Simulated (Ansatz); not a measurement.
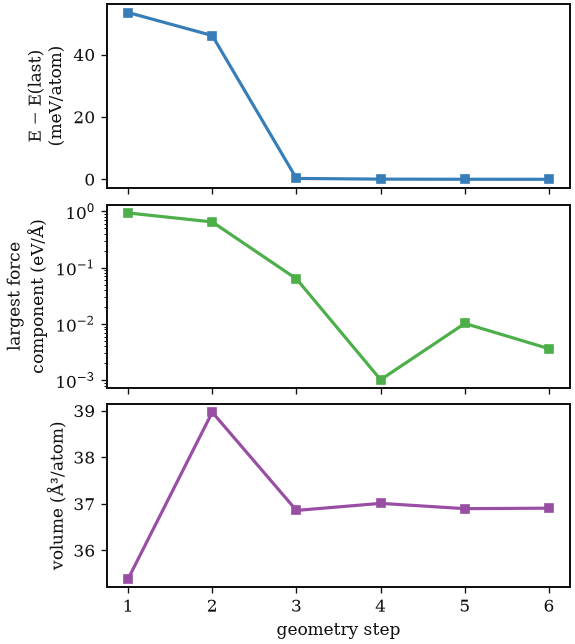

(Drawn from a calculation with Ansatz.)

History of a geometry optimisation. Atoms and cell relax. A closing SCF on a freshly chosen basis isn't drawn.

```
crystal:
  lattice:
    - [2.2251432831, 1.2846870735, 4.1262563025]
    - [-2.2251432831, 1.2846870735, 4.1262563025]
    - [0.0, -2.5693741469, 4.1262563025]
  atoms:
    - { symbol: Bi, position: [0.22754, 0.22754, 0.22754] }
    - { symbol: Bi, position: [0.77246, 0.77246, 0.77246] }
basis:
  ecutwfc: 420
  ecutrho_ratio: 4
kpoints:
  mp_grid: { grid: [12, 12, 12] }
hamiltonian:
  xc: pbe
scf:
  occupations: { method: gaussian, width: 0.05 }
output:
  forces: true
  stress: true
  eigenvalues: true
relax:
  f_tol: 0.01
  max_steps: 60
  cell: { stress_tol: 0.04 }
```

### How did the optimisation end?

The optimisation met its thresholds at geometry 6, counting the start as the first. The energy fell by about 53 meV/atom from the first step to the last. The largest force component goes from about 0.94 eV/Å at the start to 4 × 10⁻³ eV/Å at the end.

### Was the starting cell too large or too small?

The volume grows from 35.4 to 36.9 Å³ per atom (+4 %), overshooting to 39.0 at step 2. The start was compressed.
